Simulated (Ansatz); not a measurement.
```xyz
4
charge 0, multiplicity 1
B     0.7650    0.7650    0.0000
B    -0.7650    0.7650    0.0000
B    -0.7650   -0.7650    0.0000
B     0.7650   -0.7650    0.0000
```

Geometry: a fixed input geometry, not necessarily a minimum.

What structure does this define?

Formula B4. SMILES: `B1=BB=B1`. All atoms lie on one plane. Coordination: 4 B bent.

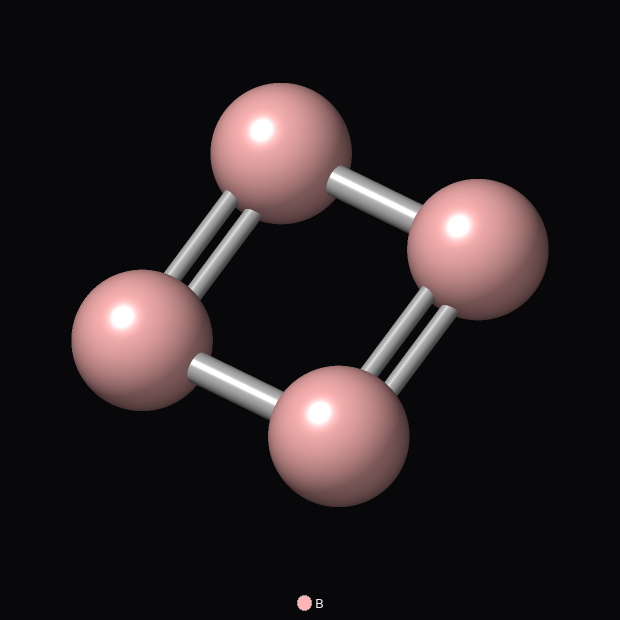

Figure made from data computed with Ansatz.
